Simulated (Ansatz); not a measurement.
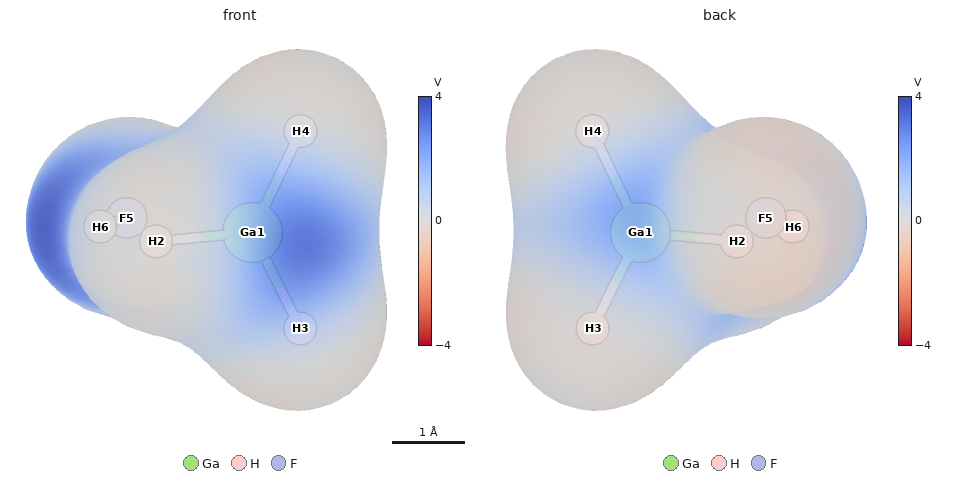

Figure 1: GaH3···HF. The electrostatic potential painted on the density surface at 0.004 e/bohr³, seen from the front and from behind; red is negative and blue positive.

These are results of RKS PBE-D4/def2-SVP (Ansatz 0.2.0), not measurements.

Input file:

```
crystal:
  periodic: [false, false, false]
  atoms:
    - { symbol: Ga, position_ang: [-0.002364, 0.240071, -0.071025] }
    - { symbol: H, position_ang: [0.005215, 0.241513, 1.50857] }
    - { symbol: H, position_ang: [1.381679, 0.311846, -0.818507] }
    - { symbol: H, position_ang: [-1.396801, 0.254221, -0.80265] }
    - { symbol: F, position_ang: [0.077975, -2.357095, 1.191933] }
    - { symbol: H, position_ang: [0.062696, -1.602456, 1.743979] }
basis:
  gaussian: { orbitals: def2-SVP }
hamiltonian:
  xc: pbe
  dispersion: d4
relax:
  f_tol: 0.03
  max_steps: 50
output:
  orbitals: {}
```

Run with:

```sh
ansatz run input.yaml --threads 1 --pin off --max-ram 2048MiB --backend cpu --events-out ev --progress --plain --runs-dir out
```

The fields are those of the run's last geometry, not of the input's.

Question: Describe the electrostatic potential map.

Answer: The most negative region (about −0.4 V) lies over F5, the most positive (about +3.6 V) over H6.
